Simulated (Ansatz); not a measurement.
Energy against volume for Ca (fcc, Cu type)

Ca (fcc, Cu type), conventional cell a = 5.569 Å, b = 5.569 Å, c = 5.569 Å, α = 90.00°, β = 90.00°, γ = 90.00°. The calculation uses the primitive cell of 1 atom, to which meshes and values per cell refer.

This relaxed cell (volume V₀) is scaled evenly in all directions, its shape held. Symmetry pins the atoms to their sites.

Method: r2SCAN (plane waves to 500 eV, PAW, scalar-relativistic; Ansatz, a program for electronic structure). k mesh 14×14×14 (Γ-centred), Fermi-Dirac smearing 0.05 eV. The energy includes the smearing's −TS. Stress and pressure are positive under compression. Ca was relaxed with its symmetry unable to fall. The PAW data are Ansatz's earlier set. ΔE is measured from the relaxed starting cell.

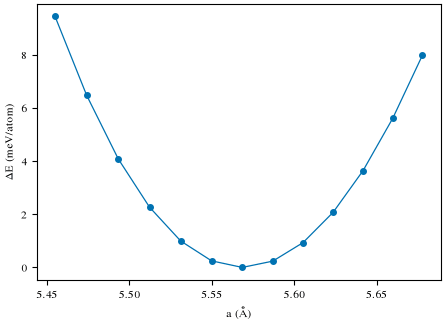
Figure. ΔE (meV/atom) against a (Å); markers are the computed points, lines only join them.

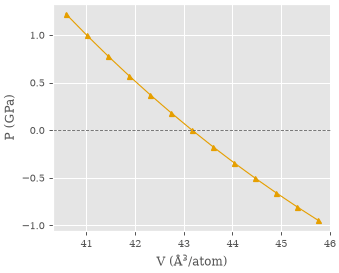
*P (GPa) against V (Å³/atom); computed points joined by lines.*

The pressure derivative B₀′ (fit) is 3.2 and the bulk modulus B₀ (third-order Birch-Murnaghan fit) is 17.9 GPa. The energy cost of the largest expansion comes out as 8 meV/atom and the energy cost of the largest compression is 9 meV/atom. The equilibrium volume of the fit comes out as 43.17 Å³/atom.

(Under strain, the slope of the energy per volume gives the stress and its curvature an elastic modulus.)
